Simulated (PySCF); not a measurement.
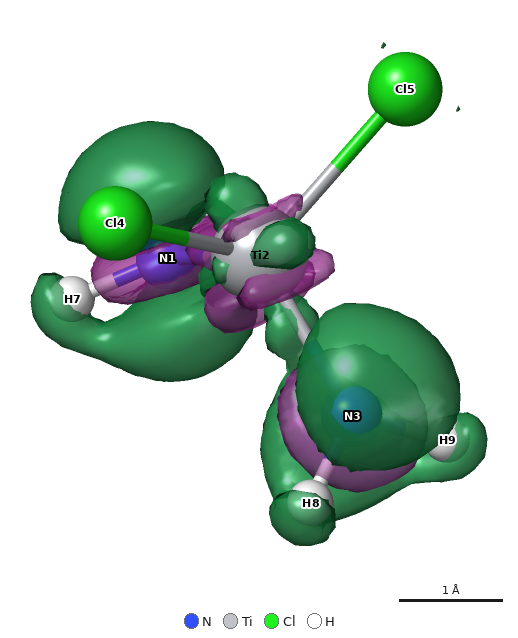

*Cl2H4N2Ti, SMILES `N[Ti](N)(Cl)Cl`. Fukui function f⁻ = ρ(N) − ρ(N−1) at fixed geometry, surfaces at ±0.03 e/Å³ (green positive, purple negative).*

Computed with PySCF, ωB97X/def2-TZVP, geometry: GFN2-xTB. This is a single-reference result, which may miss multireference character in this system. No frequency check shows the geometry to be a minimum. GFN2-xTB bond lengths at metals and heavier atoms can be off by up to 0.1 Å and shapes distorted, which carries into these values.

Input

```python
import numpy as np
from pyscf import gto, scf, dft
from pyscf.scf import atom_ks, atom_hf
from scipy.linalg import block_diag

def solve(mol, dm0=None, hcore=None):
    mf = (dft.UKS if mol.spin else dft.RKS)(mol, xc='wb97x')
    mf.grids.level = 3
    mf = mf.density_fit(auxbasis='def2-universal-jkfit')
    mf.conv_tol, mf.max_cycle = 1e-8, 80
    if hcore is not None:
        mf.get_hcore = lambda *args: hcore
    mf.kernel(dm0)
    if not mf.converged:
        mf = mf.newton().run(mf.mo_coeff, mf.mo_occ, max_cycle=30)
    assert mf.converged, 'SCF not converged'
    return mf

mol = gto.M(atom='''
N     -0.00132    -1.32720    -1.51771
Ti     0.00007    -0.29469     0.00006
N      0.00169    -1.32757     1.51754
Cl    -1.75871     0.94092     0.00093
Cl     1.75842     0.94143    -0.00055
H      0.82646    -1.73301    -1.95613
H     -0.82986    -1.72995    -1.95750
H     -0.82598    -1.73372     1.95586
H      0.83034    -1.73678     1.95119
''', basis='def2-tzvp', charge=0, spin=0, verbose=4)
mf = solve(mol)
out = dict(e0=mf.e_tot, dm0=mf.make_rdm1(), c=mf.mo_coeff, occ=mf.mo_occ, eps=mf.mo_energy)
for name, dq, spin in [('cation', 1, 1)]:
    ion = mol.copy().set(charge=mol.charge + dq, spin=spin).build()
    mi = solve(ion)
    if spin and dq > 0 and mol.nao < 130:
        c, _, stable, _ = mi.stability(return_status=True)
        if not stable:
            mi = solve(ion, mi.make_rdm1(c, mi.mo_occ))
    print(name, 'vertical energy change / eV', (mi.e_tot - mf.e_tot) * 27.211386)
    out.update({'e_' + name: mi.e_tot, 'dm_' + name: mi.make_rdm1(), 's2_' + name: mi.spin_square()[0], 'eps_' + name: mi.mo_energy, 'occ_' + name: mi.mo_occ})
# spherically averaged free atoms, for the promolecule
atm = atom_ks.get_atm_nrks(mol, xc='wb97x')
pro = block_diag(*[(atm[a[0]][2] * atm[a[0]][3]) @ atm[a[0]][2].T for a in mol._atom])
np.savez('result.npz', pro=pro, **out)
```

Command:

```sh
OMP_NUM_THREADS=1 python input.py
```

The run took 2.3 min on 1 thread of Arm Neoverse V2, on a shared host, peak memory 1.1 GiB.

Partitions, critical points and surface values were worked out afterwards from this run's density.

On which atoms does the density change most on removal of an electron?

Answer. f⁻ (Hirshfeld-condensed) is largest on N1 and N3 (0.21 each) and Cl4 and Cl5 (0.12 each); the vertical ionisation energy is 9.42 eV (the stability of the cation's solution wasn't checked). Condensed values hint at sites of electrophilic attack but needn't mark the atom that reacts. Orbital relaxation makes it negative in places (0.27 e in all).

| atom | f⁻ | charge |
| --- | --- | --- |
| N1 | +0.21 | −0.37 |
| Ti2 | +0.06 | +0.57 |
| N3 | +0.21 | −0.37 |
| Cl4 | +0.12 | −0.17 |
| Cl5 | +0.12 | −0.17 |
| H6 | +0.07 | +0.13 |
| H7 | +0.07 | +0.13 |
| H8 | +0.07 | +0.13 |
| H9 | +0.07 | +0.13 |
